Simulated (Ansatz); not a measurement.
Run report: C₂H₄AlF, phonon calculation

The run: phonon calculation of C₂H₄AlF, SMILES C=[CH][AlH][F]. Method and program: RKS B3LYP-D4/def2-SVP (Ansatz 0.2.0).

It belongs to a series of runs on one base structure; here: vibrations at the highest image of the band. Figures and captions count atoms from 1; the log counts them from 0 in places.

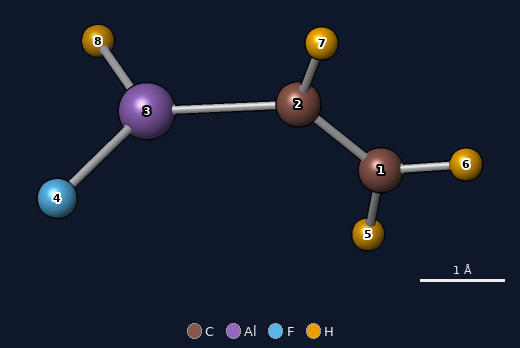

**Figure 1.** The structure (ball-and-stick view, seen at a tilt; atoms are numbered from 1 in the order of the input). Sticks mark near contacts.

**Key numbers**

```tsv
quantity	value
outcome	converged
total energy	−11449.0916 eV
mean-field energy	−11448.8909 eV
largest force (length of the vector)	0.018 eV/Å
hardware	1 thread of AMD EPYC (Zen 5), 16 GiB of memory available, shared host
wall time	30 s
peak memory	0.17 GiB
```

**Input file**
```yaml
crystal:
  periodic: [false, false, false]
  atoms:
    - { symbol: C, position_ang: [0.861779, 1.048107, 0.473758] }
    - { symbol: C, position_ang: [-0.343962, 0.499751, 0.243795] }
    - { symbol: Al, position_ang: [-0.59584, -1.220153, -0.628615] }
    - { symbol: F, position_ang: [-0.607449, -2.603377, 0.309021] }
    - { symbol: H, position_ang: [1.80188, 0.552521, 0.198473] }
    - { symbol: H, position_ang: [0.983817, 2.02644, 0.956142] }
    - { symbol: H, position_ang: [-1.211894, 1.095413, 0.566339] }
    - { symbol: H, position_ang: [-0.796232, -1.455903, -2.174713] }
basis:
  gaussian: { orbitals: def2-SVP }
hamiltonian:
  xc: b3lyp
  dispersion: d4
phonons: {}
```

Launch command:
```bash
ansatz run input.yaml --threads 1 --pin off --max-ram 2048MiB --backend cpu --events-out ev --progress --plain --runs-dir out
```

**The program's output**
```
Engine: ansatz 0.2.0, x86_64-unknown-linux-gnu
Functional definition: B3LYP
  parameter a0 = 0.2
  parameter ax = 0.72
  parameter ac = 0.81
  exchange = (1 - a0 - ax)*slater_x + ax*b88_x + a0*exact_x
  correlation = (1 - ac)*vwn_rpa_c + ac*lyp_c
853 factors; integrals over basis functions are off by at most 5.7e-4 eV
mean field evaluation 1: about -11441.9138 eV, gradient 5.5e1 eV
mean field evaluation 2: about -11434.6252 eV, gradient 8.3e1 eV
mean field evaluation 4: about -11448.8487 eV, gradient 3.6e0 eV
mean field evaluation 8: about -11448.8907 eV, gradient 3.0e-2 eV
mean field -11448.89069122 eV, -420.7389725653 hartree, gradient 3.5e-5 eV, S^2 0.000000; 0 other end points of the search recorded, 0 dependent functions left out
the calculation of the forces begins
reference -11448.89093358 eV, -420.7389814719 hartree; 19, 19 occupied and 61, 61 virtual orbitals, 853 factors
these checks for a lower state are left out or cut short: stability, starts, cluster_reference, orbital_swaps, neighbouring_geometries, increment
853 factors; integrals over basis functions are off by at most 5.7e-4 eV
mean field evaluation 16: about -11448.8904 eV, gradient 1.5e-1 eV
mean field -11448.89044430 eV, -420.7389634915 hartree, gradient 1.2e-6 eV, S^2 0.000000; 0 other end points of the search recorded, 0 dependent functions left out
[... from here on the field's lines of each further geometry are left out, up to the last ...]
the calculation of the forces begins
reference -11448.89088540 eV, -420.7389797013 hartree; 19, 19 occupied and 61, 61 virtual orbitals, 853 factors
these checks for a lower state are left out or cut short: stability, starts, cluster_reference, orbital_swaps, neighbouring_geometries, increment
853 factors; integrals over basis functions are off by at most 5.7e-4 eV
mean field -11448.89065553 eV, -420.7389712538 hartree, gradient 1.3e-6 eV, S^2 0.000000; 0 other end points of the search recorded, 0 dependent functions left out
the calculation of the forces begins
reference -11448.89089792 eV, -420.7389801615 hartree; 19, 19 occupied and 61, 61 virtual orbitals, 853 factors
WARN: phonons: modes at or below zero, which the zero-point energy, F, S and C_V leave out: 1, the lowest at -106.95 cm⁻¹. A minimum has none, and a first-order saddle one
Total energy: -11449.09162670 eV, -420.7463568080 hartree
Atom 0 at     0.861779     1.048107     0.473758 Å, force    -0.009422    -0.003912     0.003335 eV/Å
Atom 1 at    -0.343962     0.499751     0.243795 Å, force     0.018155    -0.002523    -0.002352 eV/Å
Atom 2 at    -0.595840    -1.220153    -0.628615 Å, force    -0.004466     0.002387    -0.002991 eV/Å
Atom 3 at    -0.607449    -2.603377     0.309021 Å, force     0.000683     0.002635     0.001361 eV/Å
Atom 4 at     1.801880     0.552521     0.198473 Å, force     0.001216     0.000676    -0.002293 eV/Å
Atom 5 at     0.983817     2.026440     0.956142 Å, force    -0.000070     0.002536     0.002429 eV/Å
Atom 6 at    -1.211894     1.095413     0.566339 Å, force    -0.005021     0.000375    -0.000388 eV/Å
Atom 7 at    -0.796232    -1.455903    -2.174713 Å, force    -0.001075    -0.002176     0.000899 eV/Å
Dipole moment:     0.036104     0.364044    -0.072540 e Å
Vibrations: -106.95 165.26 209.76 446.83 502.32 615.60 703.90 864.22 987.36 998.29 1048.83 1272.23 1429.03 1647.71 1969.69 3089.22 3100.32 3176.67 cm⁻¹, zero-point energy 1.377914 eV
```

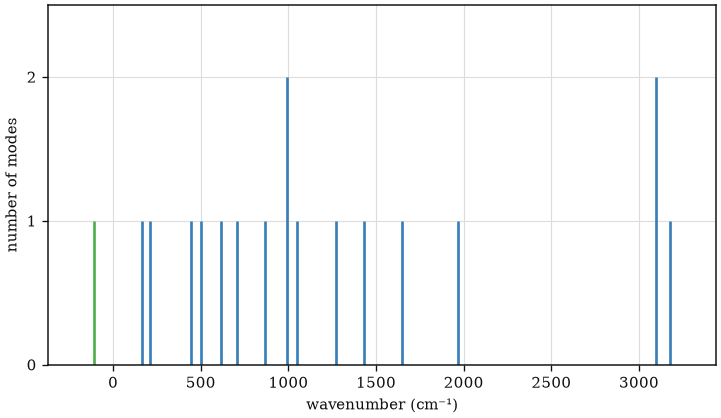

**Figure 2.** Harmonic vibrational wavenumbers from the force constants; neighbouring modes closer than 15 cm⁻¹ are counted in one stick, and imaginary ones are drawn at negative wavenumbers. 18 modes from 107i to 3177 cm⁻¹, 1 imaginary beyond 8i (107i cm⁻¹): a first-order saddle point, if the geometry is stationary.
